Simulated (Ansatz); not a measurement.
A series of calculations on GaAlNH7O

### Relaxation

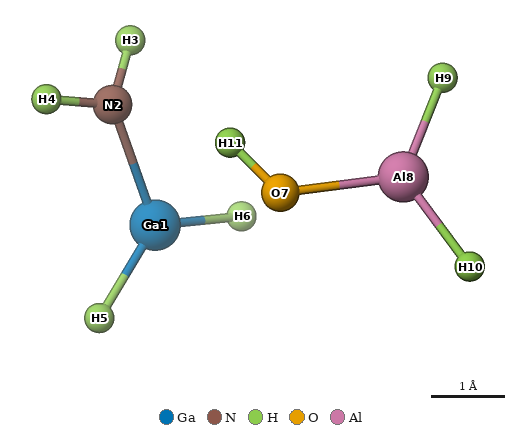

Starting structure of GaAlNH$_{7}$O. Style: ball-and-stick. Shown at a tilt.

The run prepares an end point of a later path (reaction) calculation, from a guessed geometry.

Method: RKS PBE/def2-SVP (Ansatz 0.2.0).

Input
```yaml
crystal:
  periodic: [false, false, false]
  atoms:
    - { symbol: Ga, position_ang: [0.250775, -0.129848, 0.104694] }
    - { symbol: "N", position_ang: [0.011892, -0.374213, 1.975548] }
    - { symbol: H, position_ang: [-0.827112, -0.834269, 2.339684] }
    - { symbol: H, position_ang: [0.813982, -0.555137, 2.585256] }
    - { symbol: H, position_ang: [1.71336, 0.16425, -0.375919] }
    - { symbol: H, position_ang: [-1.066454, -0.274508, -0.744172] }
    - { symbol: O, position_ang: [-0.454379, 2.572747, 1.149038] }
    - { symbol: Al, position_ang: [-1.947885, 3.248796, 0.594583] }
    - { symbol: H, position_ang: [-3.342694, 2.681705, 1.134629] }
    - { symbol: H, position_ang: [-1.792962, 4.442662, -0.446779] }
    - { symbol: H, position_ang: [-0.389324, 1.837514, 1.814638] }
basis:
  gaussian: { orbitals: def2-SVP }
hamiltonian:
  xc: pbe
relax:
  f_tol: 0.03
  max_steps: 50
```

Run as
```bash
ansatz run input.yaml --threads 2 --pin off --max-ram 3072MiB --backend cpu --events-out ev --progress --plain --runs-dir out
```

Predict the outcome.

Answer. The largest moves after the best rigid fit, 1.61 Å, are those of H9 and H11. Largest moves by element: H 1.61 Å, O 1.00 Å, Ga 0.71 Å, Al 0.24 Å, N 0.11 Å. Among the contacts that change: O7–H11 0.994 → 2.382 Å, N2–H11 2.254 → 1.033 Å, Ga1–O7 2.982 → 1.855 Å, Ga1–Al8 4.061 → 3.425 Å. New bonds form, among them: Ga1–O7 (2.98 → 1.85 Å), N2–H11 (2.25 → 1.03 Å). Bonds break, among them: O7–H11 (0.99 → 2.38 Å). Among the angles between lasting bonds that change: N2–Ga1–H5 116.3° → 102.7°, N2–Ga1–H6 114.4° → 102.6°, O7–Al8–H10 114.7° → 121.7°. Over 32 accepted moves (34 points after the start) the energy falls by 23.9 kcal/mol. The largest force component goes from 0.88 to 0.0023 eV/Å. The line search rejected the trial steps at points 3, 8 of the run.

History of the run:

```json
{"step": "0", "E − E(0), kcal/mol": "0.00", "largest force component, eV/Å": "0.8783", "note": ""}
{"step": "1", "E − E(0), kcal/mol": "-2.81", "largest force component, eV/Å": "0.2588", "note": ""}
{"step": "2", "E − E(0), kcal/mol": "-5.26", "largest force component, eV/Å": "0.7862", "note": ""}
{"step": "3", "E − E(0), kcal/mol": "-5.04", "largest force component, eV/Å": "1.1119", "note": "rejected"}
{"step": "4", "E − E(0), kcal/mol": "-6.35", "largest force component, eV/Å": "0.4287", "note": ""}
{"step": "5", "E − E(0), kcal/mol": "-7.00", "largest force component, eV/Å": "0.2880", "note": ""}
{"step": "6", "E − E(0), kcal/mol": "-7.36", "largest force component, eV/Å": "0.0556", "note": ""}
{"step": "7", "E − E(0), kcal/mol": "-7.60", "largest force component, eV/Å": "0.1768", "note": ""}
{"step": "8", "E − E(0), kcal/mol": "-7.38", "largest force component, eV/Å": "0.3836", "note": "rejected"}
{"step": "9", "E − E(0), kcal/mol": "-7.82", "largest force component, eV/Å": "0.1245", "note": ""}
{"step": "10", "E − E(0), kcal/mol": "-8.03", "largest force component, eV/Å": "0.0940", "note": ""}
{"step": "11", "E − E(0), kcal/mol": "-8.24", "largest force component, eV/Å": "0.1374", "note": ""}
{"step": "13", "E − E(0), kcal/mol": "-8.48", "largest force component, eV/Å": "0.2489", "note": ""}
{"step": "14", "E − E(0), kcal/mol": "-8.78", "largest force component, eV/Å": "0.2907", "note": ""}
{"step": "15", "E − E(0), kcal/mol": "-8.92", "largest force component, eV/Å": "0.1412", "note": ""}
{"step": "16", "E − E(0), kcal/mol": "-8.93", "largest force component, eV/Å": "0.1157", "note": ""}
{"step": "18", "E − E(0), kcal/mol": "-9.01", "largest force component, eV/Å": "0.0488", "note": ""}
{"step": "19", "E − E(0), kcal/mol": "-9.03", "largest force component, eV/Å": "0.0693", "note": ""}
{"step": "20", "E − E(0), kcal/mol": "-9.07", "largest force component, eV/Å": "0.1390", "note": ""}
{"step": "21", "E − E(0), kcal/mol": "-9.25", "largest force component, eV/Å": "0.5646", "note": ""}
{"step": "23", "E − E(0), kcal/mol": "-15.67", "largest force component, eV/Å": "1.2949", "note": ""}
{"step": "24", "E − E(0), kcal/mol": "-19.31", "largest force component, eV/Å": "0.9611", "note": ""}
{"step": "25", "E − E(0), kcal/mol": "-21.47", "largest force component, eV/Å": "1.2497", "note": ""}
{"step": "26", "E − E(0), kcal/mol": "-21.54", "largest force component, eV/Å": "1.2290", "note": ""}
{"step": "28", "E − E(0), kcal/mol": "-23.52", "largest force component, eV/Å": "0.2910", "note": ""}
{"step": "29", "E − E(0), kcal/mol": "-23.67", "largest force component, eV/Å": "0.2709", "note": ""}
{"step": "30", "E − E(0), kcal/mol": "-23.87", "largest force component, eV/Å": "0.0450", "note": ""}
{"step": "31", "E − E(0), kcal/mol": "-23.90", "largest force component, eV/Å": "0.0245", "note": ""}
{"step": "33", "E − E(0), kcal/mol": "-23.92", "largest force component, eV/Å": "0.0344", "note": ""}
{"step": "34", "E − E(0), kcal/mol": "-23.92", "largest force component, eV/Å": "0.0023", "note": ""}
```

Final geometry:

```xyz
11

Ga    0.0050    0.5320    0.0771
N    -0.0260   -0.3093    2.0595
H    -0.4797   -1.2264    2.1608
H     0.8732   -0.3361    2.5576
H     1.5286    0.9252   -0.1093
H    -0.7741   -0.5557   -0.7720
O    -1.0628    1.9096    0.7112
Al   -1.8947    3.3646    0.3915
H    -2.6728    4.0430    1.6184
H    -1.9019    4.0285   -1.0685
H    -0.6255    0.4044    2.5049
```

The end point in the same view:

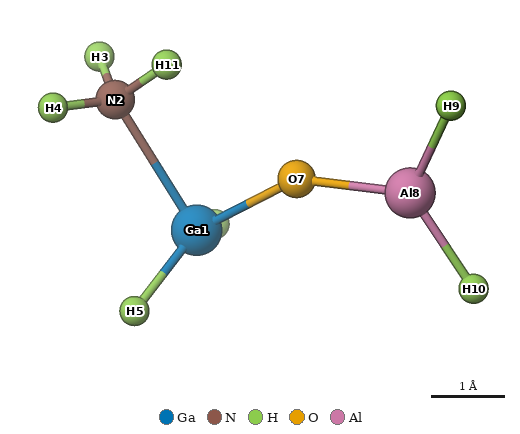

Limits of the set-up: the start holds two separate molecules, 2.3 Å apart at their closest, whose relative position is a soft coordinate and is computed without a dispersion correction.

### Relaxation

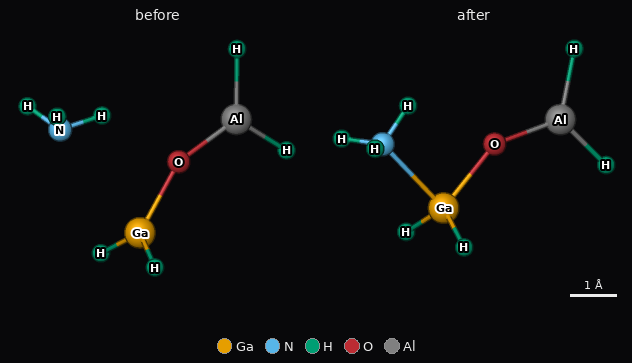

The structure of GaAlNH$_{7}$O before (left) and after (right) a relaxation, at one scale.

Style: ball-and-stick. Shown at a tilt.

The run prepares an end point of a later path (reaction) calculation, from a guessed geometry.

Level of theory: Ansatz 0.2.0, RKS PBE/def2-SVP.

Input file:
```yaml
crystal:
  periodic: [false, false, false]
  atoms:
    - { symbol: Ga, position_ang: [-0.270904, 0.191226, -0.471683] }
    - { symbol: "N", position_ang: [0.234841, 0.062057, 2.594339] }
    - { symbol: H, position_ang: [-0.381935, -0.379496, 3.28709] }
    - { symbol: H, position_ang: [1.098302, 0.332337, 3.080532] }
    - { symbol: H, position_ang: [1.21207, 0.322357, -0.980393] }
    - { symbol: H, position_ang: [-1.294409, -0.991647, -0.652633] }
    - { symbol: O, position_ang: [-0.94365, 1.674999, 0.304287] }
    - { symbol: Al, position_ang: [-1.874261, 3.112178, 0.24156] }
    - { symbol: H, position_ang: [-2.598815, 3.537375, -1.121698] }
    - { symbol: H, position_ang: [-1.979116, 3.979722, 1.58076] }
    - { symbol: H, position_ang: [-0.232923, 0.938593, 2.269039] }
basis:
  gaussian: { orbitals: def2-SVP }
hamiltonian:
  xc: pbe
relax:
  f_tol: 0.03
  max_steps: 50
```

Command:
```bash
ansatz run input.yaml --threads 2 --pin off --max-ram 3072MiB --backend cpu --events-out ev --progress --plain --runs-dir out
```

### Summarise the run.

The largest moves after the best rigid fit, 0.72 Å, are those of H3 and H4. Largest moves by element: H 0.72 Å, Ga 0.63 Å, O 0.39 Å, N 0.36 Å, Al 0.20 Å. Among the contacts that change: Ga1–N2 3.110 → 2.154 Å, Ga1–O7 1.805 → 1.854 Å, N2–H11 1.045 → 1.033 Å, Ga1–H5 1.573 → 1.585 Å. New bonds form, among them: Ga1–N2 (3.11 → 2.15 Å). Among the angles between lasting bonds that change: H5–Ga1–H6 129.7° → 125.5°, Ga1–O7–Al8 151.2° → 148.2°. Over 11 accepted moves (12 points after the start) the energy falls by 16.2 kcal/mol. The largest force component goes from 0.7 to 0.028 eV/Å. The line search rejected the trial step at point 9 of the run. Cost: 34 s on 2 threads of Arm Neoverse V1 (shared host), peak memory 0.15 GiB.

Limits of the set-up: the start holds two separate molecules, 2.2 Å apart at their closest, whose relative position is a soft coordinate and is computed without a dispersion correction.

### Path

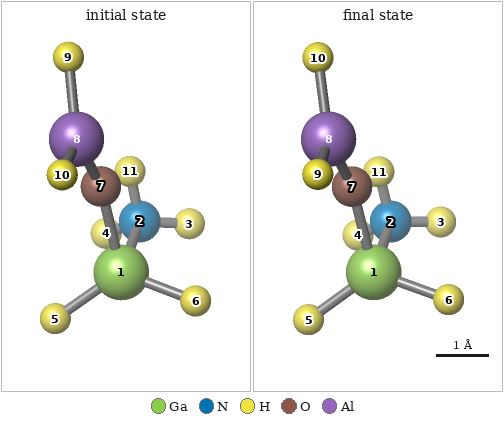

The two relaxed end points of a path for GaAlNH7O. The picture is a ball-and-stick view, seen from a free direction.

The calculation used Ansatz 0.2.0, RKS PBE/def2-SVP.

Settings: 7 movable images; climbing image; force threshold 0.05 eV/Å; iteration limit 60.

Start:
```xyz
11

Ga    0.0557    0.5743    0.0869
N    -0.0758   -0.3543    2.0257
H    -0.5261   -1.2780    2.0616
H     0.7951   -0.3972    2.5707
H     1.5836    0.9854    0.0019
H    -0.6661   -0.4797   -0.8507
O    -1.0575    1.9154    0.7214
Al   -1.8838    3.3776    0.4207
H    -2.7337    3.9958    1.6316
H    -1.8173    4.1056   -1.0070
H    -0.7051    0.3349    2.4684
```

End:
```xyz
11

Ga    0.0543    0.5734    0.0859
N    -0.0710   -0.3514    2.0274
H    -0.5504   -1.2600    2.0682
H     0.8066   -0.4232    2.5583
H     1.5849    0.9732   -0.0064
H    -0.6791   -0.4778   -0.8456
O    -1.0450    1.9228    0.7253
Al   -1.8868    3.3764    0.4198
H    -1.8642    4.0771   -1.0236
H    -2.7079    4.0129    1.6417
H    -0.6723    0.3563    2.4802
```

Q: What barrier does the band find between them, and by what path?

A: The two ends have the same energy, and the highest point, image 3, lies 7.5 kJ/mol above the start. No bond forms or breaks between the ends. Among the angles between lasting bonds that change up to the highest image: Ga1–O7–Al8 148.2° → 156.3°, Ga1–N2–H11 97.8° → 100.7°. The band is converged.

Energies of the converged images:

```json
{"image": "0", "path (Å)": "0.00", "E (kJ/mol)": "0.0"}
{"image": "1", "path (Å)": "0.85", "E (kJ/mol)": "1.5"}
{"image": "2", "path (Å)": "1.71", "E (kJ/mol)": "5.1"}
{"image": "3", "path (Å)": "2.56", "E (kJ/mol)": "7.5"}
{"image": "4", "path (Å)": "3.20", "E (kJ/mol)": "7.1"}
{"image": "5", "path (Å)": "3.85", "E (kJ/mol)": "5.2"}
{"image": "6", "path (Å)": "4.49", "E (kJ/mol)": "2.8"}
{"image": "7", "path (Å)": "5.13", "E (kJ/mol)": "0.8"}
{"image": "8", "path (Å)": "5.77", "E (kJ/mol)": "0.0"}
```

The geometry at the top of the path:

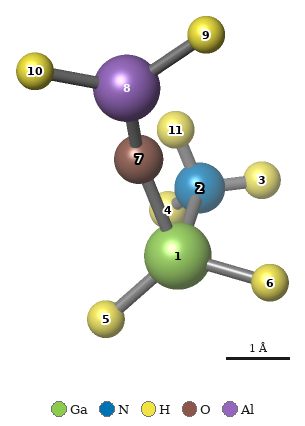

Cost: 6.1 min on 2 threads of Arm Neoverse V1, on a shared host, peak memory 0.16 GiB.
